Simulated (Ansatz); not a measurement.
## Single-point calculation, with input and output: GeH₅ClO

System: GeH₅ClO.
Method: RKS PBE0-D4/def2-TZVPP (Ansatz 0.2.0).

The geometry is the product side of a reaction. The reaction was set up to form Ge1–Cl7 and O2–H6 and to break Ge1–O2 and H6–Cl7 (atoms counted from 1 in the order of the input); sticks are drawn by distance alone. The geometry comes from this level: PBE0-D4/def2-TZVP.

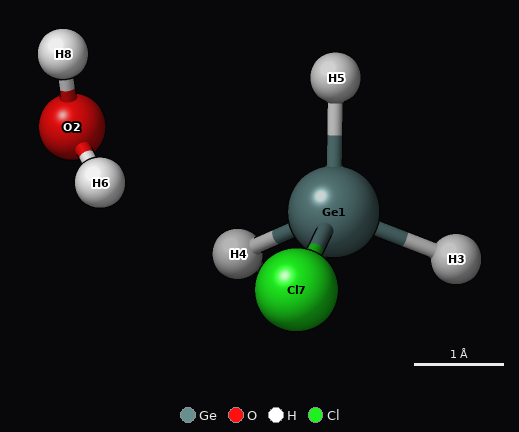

**Figure 1.** The input geometry (ball-and-stick view, seen at a tilt; atoms are numbered from 1 in the order of the input). Sticks mark near contacts. Bond lengths as drawn: Cl–Ge 2.17 Å, Ge–H 1.53 Å and H–O 0.96 Å.

## Input
```yaml
crystal:
  periodic: [false, false, false]
  atoms:
    - {symbol: Ge, position_ang: [-0.604064, -1.110803, -0.270606]}
    - {symbol: O, position_ang: [1.009358, 1.438757, 0.948095]}
    - {symbol: H, position_ang: [-1.304922, -2.304574, -0.932655]}
    - {symbol: H, position_ang: [0.560553, -1.548675, 0.614338]}
    - {symbol: H, position_ang: [-1.602709, -0.198612, 0.441248]}
    - {symbol: H, position_ang: [1.160692, 1.436326, -0.002767]}
    - {symbol: Cl, position_ang: [0.234837, 0.026916, -1.922097]}
    - {symbol: H, position_ang: [0.546355, 2.260664, 1.124443]}
basis:
  gaussian: {orbitals: def2-TZVPP}
hamiltonian: {xc: pbe0, dispersion: d4}
output: {orbitals: {seedname: orbitals}}
```

Run as:
```bash
ansatz run in.yaml --threads 4 --pin off --events-out ev --progress --plain --max-ram 9574MiB
```

## Log
```
Functional definition: PBE0
  name "PBE0"
  cite "Adamo & Barone, J. Chem. Phys. 110, 6158 (1999) doi:10.1063/1.478522"
  cite "Perdew, Burke & Ernzerhof, Phys. Rev. Lett. 77, 3865 (1996) doi:10.1103/PhysRevLett.77.3865"
  parent pbe
  parameter a = 0.25
  parameter kappa = 0.804
  parameter beta = 0.06672455060314922
  exchange = (1 - a)*pbe_x(kappa = kappa, mu = beta*pi^2/3) + a*exact_x
  correlation = pbe_c(beta = beta)
1172 factors; their error is unknown
mean field evaluation 1: about -71153.8100 eV, gradient 5.3e1 eV
mean field evaluation 2: about -71148.2541 eV, gradient 7.7e1 eV
mean field evaluation 4: about -71158.0005 eV, gradient 2.5e0 eV
mean field evaluation 8: about -71158.0072 eV, gradient 1.2e-1 eV
mean field evaluation 16: about -71158.3151 eV, gradient 5.3e-5 eV
mean field -71158.31510315 eV, -2615.0198472025 hartree, gradient 5.3e-5 eV, S^2 0.000000; 0 other end points of the search recorded, 0 dependent functions left out
reference -71158.31513269 eV, -2615.0198482880 hartree; 31, 31 occupied and 160, 160 virtual orbitals, 1172 factors
Total energy: -71158.42360293 eV, -2615.0238344959 hartree
```

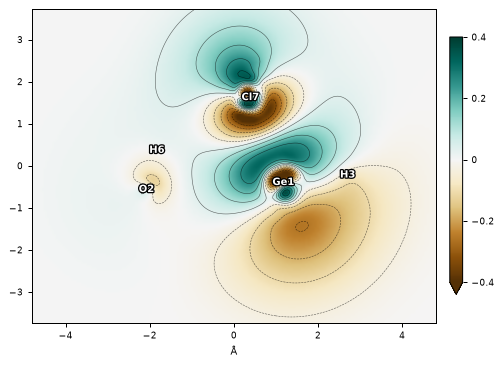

**Figure 2.** The LUMO on the plane of atoms H3, Ge1 and Cl7 (values in Å⁻³ᐟ²; the overall sign is arbitrary). It lies mainly on Ge1 (55 %) and Cl7 (30 %). Its energy is −0.30 eV.

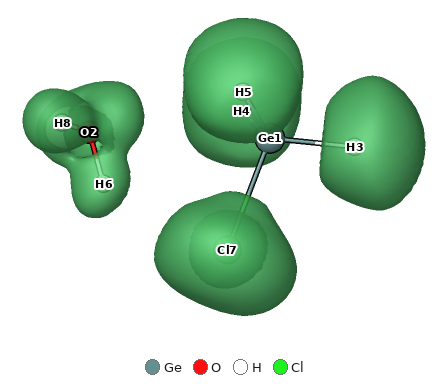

**Figure 3.** Isosurface of the electron localisation function at 0.75 (green), seen face on. Core shells and regions of very low density are left out. Along the contacts the grid gives the following. Ge1···O2 (3.25 Å): the ELF is only about 0 between them; a non-bonded, intermolecular contact. Ge–Cl (2.17 Å): the ELF peaks at about 0.85 in the valence shell of Cl, 0.9 Å from its nucleus, and is about 0.70 at the midpoint.

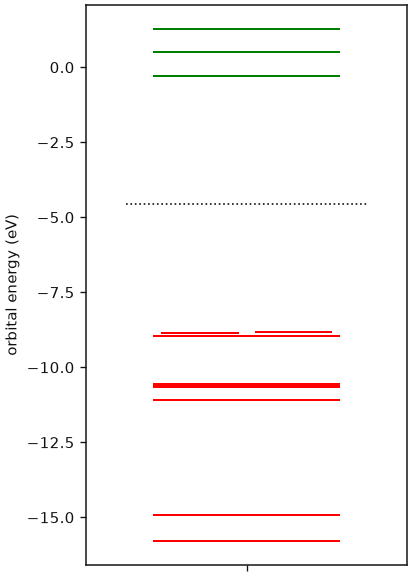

**Figure 4.** Orbital energies near the frontier; the dotted line parts filled from empty levels, and levels within 0.02 eV of each other stand side by side. Highest filled −8.83 eV, lowest empty −0.30 eV, 8.53 eV apart.

## Key numbers

```csv
quantity,value
outcome,converged
total energy,−71158.4236 eV
mean-field energy,−71158.3151 eV
dispersion energy,−0.1085 eV
SCF solution under orbital rotations,stable
HOMO,−8.83 eV
LUMO,−0.30 eV
hardware,"4 threads of Arm Neoverse V1, 23 GiB of memory available, shared host"
wall time,1.8 s (CPU time 6.7 s)
peak memory,0.42 GiB
```
